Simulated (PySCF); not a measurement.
Scan of H2O (cation, charge +1), doublet: map of symmetric stretch and bend. Scanned: O-H bond length and H-O-H angle.

Computed with PySCF with unrestricted LDA (SVWN5)/6-31G*, spherical d.

Energy in mEh above the lowest grid point; x is the O-H bond length (Å), y the H-O-H angle (°).

```
y \ x    0.85  0.89  0.96     1  1.04  1.10  1.14  1.21  1.25   1.31   1.35
------  -----  ----  ----  ----  ----  ----  ----  ----  ----  -----  -----
180      88.8  61.9  38.2  34.3  35.2  43.2  51.6  70.1  82.1  101.0  113.9
171.95   87.9  61.0  37.2  33.2  34.1  42.0  50.4  68.9  80.8   99.6  112.4
161      84.0  56.9  32.9  28.7  29.5  37.2  45.4  63.6  75.3   93.8  106.4
149.41   77.5  50.1  25.6  21.2  21.7  29.1  37.1  54.9  66.5   84.7   97.1
141.51   72.5  44.8  19.9  15.3  15.6  22.8  30.7  48.3  59.8   77.9   90.3
132.37   67.1  39.1  13.7   8.8   8.9  15.8  23.6  41.1  52.5   70.6   83.0
118.98   62.2  33.6   7.3   2.0   1.7   8.1  15.6  32.8  44.2   62.3   74.8
112.47   61.9  33.0   6.1   0.5   0.0   6.1  13.5  30.5  41.8   59.9   72.3
102.42   65.4  35.8   7.9   1.8   0.7   6.2  13.2  29.7  40.8   58.7   71.1
89.73    78.2  47.4  17.6  10.5   8.6  12.9  19.2  34.7  45.3   62.5   74.5
79.07    98.0  65.7  33.6  25.4  22.4  25.2  30.7  44.8  54.7   71.0   82.4
70      123.0  88.9  53.9  44.3  40.0  41.1  45.5  58.0  67.1   82.2   93.0
```

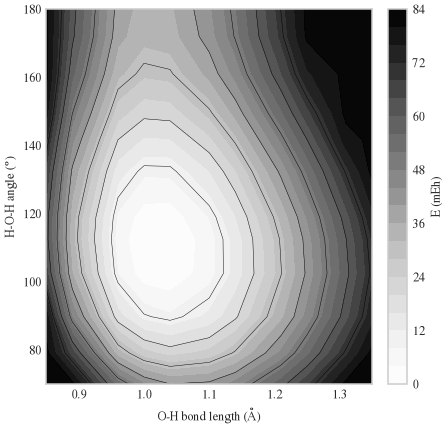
Energy surface, cut off at 81 mEh.

Points that lie below all their neighbours on the grid: x = 1.04, y = 112.47 (0.0 mEh).
